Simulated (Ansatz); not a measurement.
Electronic density of states of amorphous Zr20O45P2, density 4.96 g/cm³, on a 2×2×2 Γ-centred mesh with a Gaussian width of 0.1 eV; energies count from the Fermi level, whose place inside the gap is arbitrary. Cell and mesh are small, so fine structure isn't converged. The numbers are results of PBE, scalar-relativistic without spin-orbit coupling (plane waves to 420 eV, PAW; Ansatz, an electronic-structure program), not measurements. Sampling: a 2×2×2 Γ-centred mesh; Fermi-Dirac width 0.02 eV; no spin polarisation. At PBE the levels at the filled edge of the gap are localised (band-tail or defect states).

The cell was made by melting and quenching with the CHGNet potential and then relaxed with DFT. O atoms were pushed apart under 1.9 Å during the dynamics, to hinder bonds among them. The hot cell started wider than the set density and was brought back towards it in steps. It is the lowest in DFT energy of 2 quenches. It is a model cell: composition and starting density were chosen by hand, and all elements were melted together. No dispersion term was used. Its density started from a set value of 4.96 and ended at 4.96 g/cm³. Cooling (nominally 450 K/ps over its main leg) ran many orders faster than in experiment, which tends to leave more defects and strain. One small periodic cell is one sample of the glass; other quenches scatter about these values. The volume was held where the preparation left it and the shape relaxed, at a PBE pressure of 0.9 GPa. Stress components on the final sampling reach 1.0 GPa.

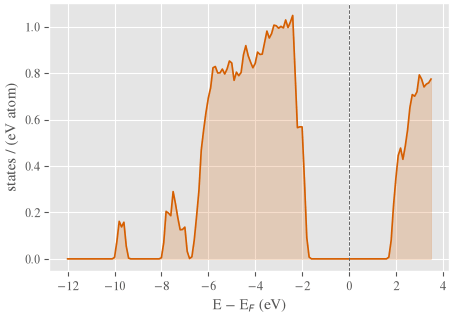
Fig. 1. Density of states per atom

The level gap on this mesh is 3.71 eV; the broadening fills part of it in the curve.
